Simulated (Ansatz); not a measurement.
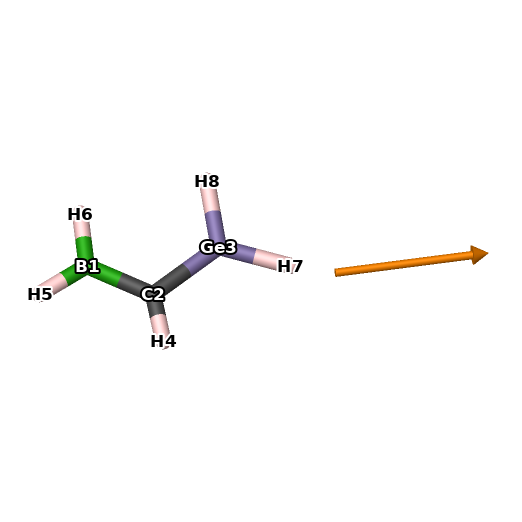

The arrow beside the molecule shows the direction of the dipole moment, from the negative to the positive end (its length means nothing). The geometry was computed by an optimisation with PBE0-D4/def2-TZVP. No frequency run is at hand to confirm it as a minimum. Level of theory: RKS PBE0-D4/def2-TZVP (Ansatz 0.2.0).

### How large is the dipole moment?

2.90 D; it points from the side of H5 to the side of H7 (the outermost atoms at the two ends).
